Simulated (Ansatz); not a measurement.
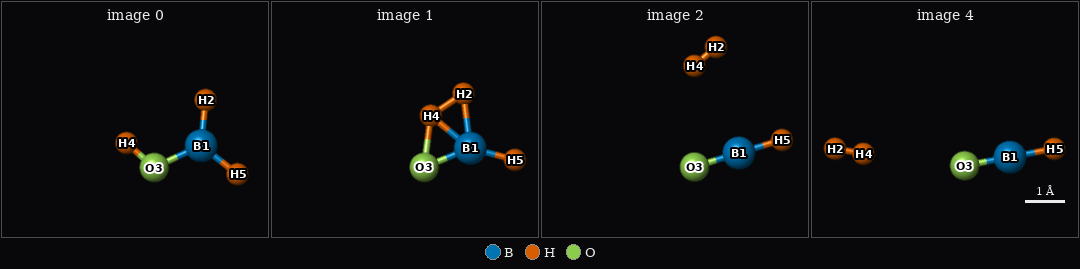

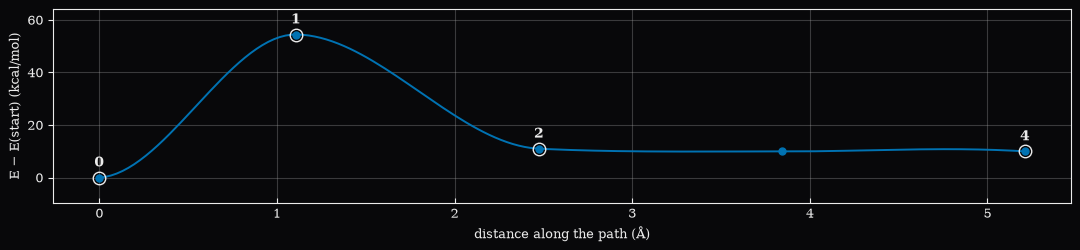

A search for the minimum-energy path of BH3O by the nudged elastic band. Images are numbered from 0 (start) to 4 (end). The picture is a ball-and-stick view, seen face on.

Theory: RKS BLYP-D4/pcseg-2 in Ansatz.

The input:
```yaml
crystal:
  periodic: [false, false, false]
  atoms:
    - {symbol: B, position_ang: [0.150213, 0.391577, -0.036783]}
    - {symbol: H, position_ang: [0.380966, 0.567554, 1.129520]}
    - {symbol: O, position_ang: [-0.371640, -0.774883, -0.465128]}
    - {symbol: H, position_ang: [-0.525164, -1.408133, 0.240713]}
    - {symbol: H, position_ang: [0.365625, 1.223884, -0.868323]}
basis:
  gaussian: {orbitals: pcseg-2}
hamiltonian: {xc: {name: BLYP}, dispersion: d4}
neb:
  images: 3
  climbing: true
  max_iterations: 60
  initial_path: linear
  final_atoms:
    - {symbol: B, position_ang: [0.006026, 0.565993, -1.576448]}
    - {symbol: H, position_ang: [0.011024, -0.921983, 2.718458]}
    - {symbol: O, position_ang: [-0.101125, -0.059407, -0.560220]}
    - {symbol: H, position_ang: [-0.026997, -0.763091, 1.989128]}
    - {symbol: H, position_ang: [0.111072, 1.178488, -2.570918]}
```

Launched with:
```bash
ansatz run in.yaml --threads 2 --pin off --events-out ev --progress --plain --max-ram 4352MiB
```

Q: Read off the barrier and say what moves.

A: Breaking: B1–H2 (1.20 → 1.44 at the top → 4.55 Å), O3–H4 (0.96 → 1.36 at the top → 2.65 Å). Forming: H2–H4 (2.35 → 1.03 at the top → 0.75 Å). The energy climbs by 54.5 kcal/mol to image 1 and then falls by 44.5 kcal/mol, so the end point sits at +10.0 kcal/mol. The band converged in 22 iterations. The largest component of the band force went from 13 to 0.03 eV/Å. The climbing image converged on the top of the path. Its curvatures weren't checked. The largest force component is 0.50 eV/Å at the start and 0.70 eV/Å at the end; an end with forces this large is no minimum, and the barrier measured from it can be far off.

Cost: 58 s on 2 threads of Arm Neoverse V2, on a shared host.
